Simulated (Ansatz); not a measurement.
CsPbCl3 (cubic perovskite)

```yaml
crystal:
  lattice:
    - [5.73560, 0.00000, 0.00000]
    - [0.00000, 5.73560, 0.00000]
    - [0.00000, 0.00000, 5.73560]
  atoms:
    - { symbol: Cs, position: [0.00000, 0.00000, 0.00000] }
    - { symbol: Pb, position: [0.50000, 0.50000, 0.50000] }
    - { symbol: Cl, position: [0.00000, 0.50000, 0.50000] }
    - { symbol: Cl, position: [0.50000, 0.50000, 0.00000] }
    - { symbol: Cl, position: [0.50000, 0.00000, 0.50000] }
```

Equation-of-state scan: isotropic scaling of the cell above, V₀ being its volume. Symmetry pins the atoms to their sites.

Computed with PBE (plane waves to 420 eV, PAW, scalar-relativistic; Ansatz, an electronic-structure program). k mesh 6×6×6 (Γ-centred), Fermi-Dirac smearing 0.05 eV. The energy includes the smearing's −TS. Stress and pressure are positive under compression. CsPbCl3 was relaxed with its symmetry unable to fall. Spin-orbit coupling is left out, though Pb is heavy. This is a high-temperature form of CsPbCl3. ΔE is measured from the relaxed starting cell.

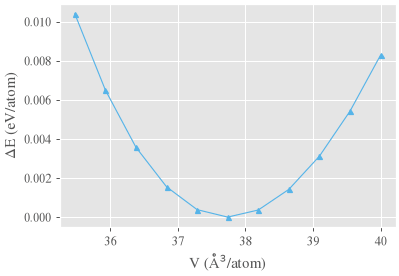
Fig. 1. ΔE (eV/atom) against V (Å³/atom); computed points joined by lines.

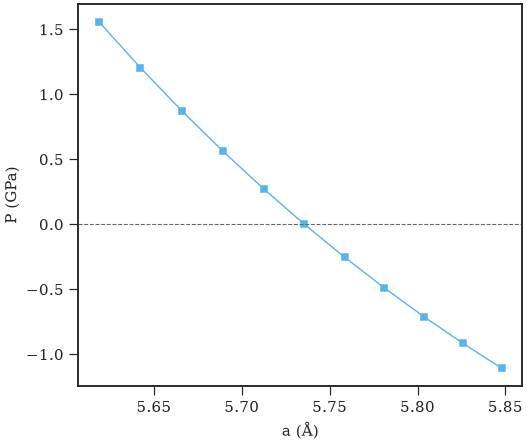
Fig. 1. P (GPa) against a (Å); markers are the computed points, lines only join them.

The energy cost of the largest compression comes out as 10.4 meV/atom, the bulk modulus B₀ (third-order Birch-Murnaghan fit) comes out as 21.8 GPa and the pressure derivative B₀′ (fit) is 4.7. The pressure for 5 % compression (fit) is 1.3 GPa and the equilibrium volume of the fit is 37.74 Å³/atom.

P = (3B₀/2)(x⁷ − x⁵)[1 + ¾(B₀′ − 4)(x² − 1)] with x = (1/0.95)^(1/3), B₀ = 21.8 GPa and B₀′ = 4.67.

(Under strain, the slope of the energy per volume gives the stress and its curvature an elastic modulus.)
